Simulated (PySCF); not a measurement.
CH9NSi2, SMILES N[SiH2]C[SiH3] at its GFN2-xTB optimised geometry (Å):

```
13

N      1.4344    -0.6970     0.0000
Si    -0.2887    -0.6970     0.0000
C     -0.8336     1.1201     0.0000
Si    -0.1713     2.1838     1.4227
H      1.9231    -0.0610    -0.6091
H      1.9175    -1.5795     0.0281
H     -0.9084    -1.3739    -1.1576
H     -0.6756    -1.4013     1.2236
H     -1.9231     1.1434     0.0236
H     -0.5479     1.5795    -0.9471
H     -0.7198     3.5423     1.3020
H     -0.5892     1.6245     2.7099
H      1.2893     2.2737     1.3688
```

Computed with CAM-B3LYP/def2-TZVP (PySCF). Cells within 0.4 Å of a nucleus heavier than hydrogen are left out (blank, or x).

Map of the deformation density (molecule minus spherical neutral atoms) (e/bohr³) on the plane z = 0.0 Å:

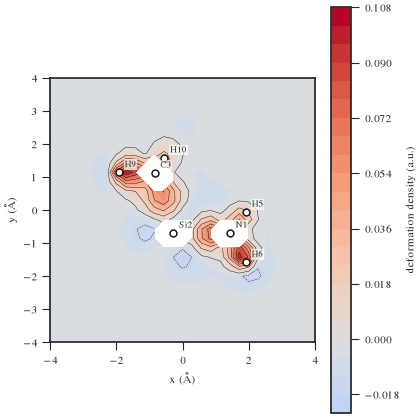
Deformation density (molecule minus spherical neutral atoms) (e/bohr³) on the plane z = 0.0 Å.
